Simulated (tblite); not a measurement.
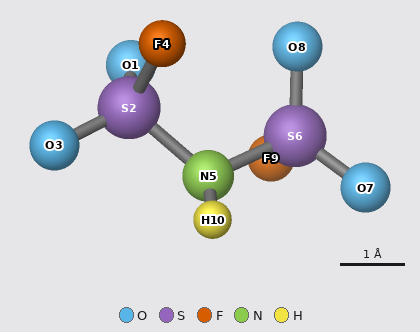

Figure 1. The input geometry (ball-and-stick view, seen at a tilt; atoms are numbered from 1 in the order of the input). Bond lengths as drawn: F–S 1.60 to 1.61 Å, H–N 1.00 Å, N–S 1.63 to 1.64 Å and O–S 1.40 to 1.41 Å.

**Frequency calculation, with input and output: NHS$_{2}$O$_{4}$F$_{2}$**

System: NHS$_{2}$O$_{4}$F$_{2}$.
Method: GFN2-xTB harmonic vibrations, gas phase (tblite 0.8.0).

The program's output:
```
mode    cm-1     km/mol
  1      69.9      2.81
  2      99.5      0.11
  3     141.9      2.75
  4     218.0     14.97
  5     229.2      5.17
  6     287.1     35.98
  7     306.1     30.74
  8     368.8     17.62
  9     379.6     55.40
 10     392.0    117.23
 11     435.2      4.66
 12     469.0    267.23
 13     491.1    201.81
 14     533.8     34.05
 15     678.0     74.84
 16     709.4    694.09
 17     751.5    169.89
 18     817.7    238.17
 19    1020.8    261.48
 20    1180.2    787.60
 21    1192.3     42.87
 22    1384.4    418.93
 23    1403.2    689.66
 24    3519.2     59.65
```

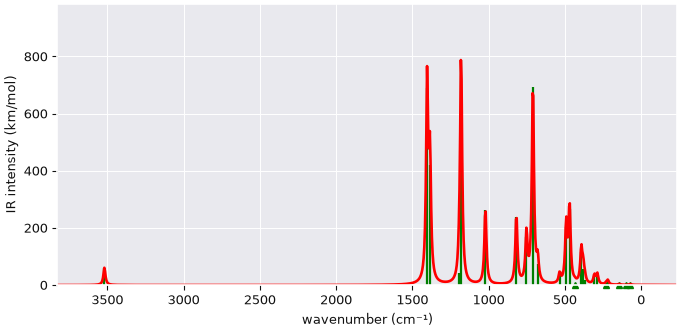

Figure 2. Harmonic infrared spectrum, unscaled: sticks (degenerate modes added up, dark ones marked on the axis) with a Lorentzian envelope of 16 cm⁻¹ full width, scaled to the tallest stick. 24 modes from 70 to 3519 cm⁻¹, none imaginary. The strongest line is at 1180 cm⁻¹ (788 km/mol).

This output came from the following input.

Input file:
```
{"job": {"kind": "ir", "xc": "GFN2-xTB", "basis": "xTB"}, "charge": 0, "multiplicity": 1}
O     -1.157976     0.163588    -1.505058
S     -1.345938    -0.163355    -0.158845
O     -2.369525    -1.024487     0.280445
F     -1.538859     1.193441     0.682408
N      0.085096    -0.623650     0.482093
S      1.317565     0.309594    -0.076379
O      2.460732     0.088761     0.716809
O      0.873337     1.597740    -0.396559
F      1.543661    -0.494047    -1.437733
H      0.140789    -1.042931     1.390291
```

The first line tells a small driver script what to run in tblite; the rest is the geometry in Å.

Run as:
```bash
OMP_NUM_THREADS=1 python <driver script> task.json out
```

Summary:

- outcome: converged
- total energy: −971.8313 eV
- zero-point energy: 24.4140 kcal/mol
- hardware: 1 CPU thread, shared host
- peak memory: 0.18 GiB
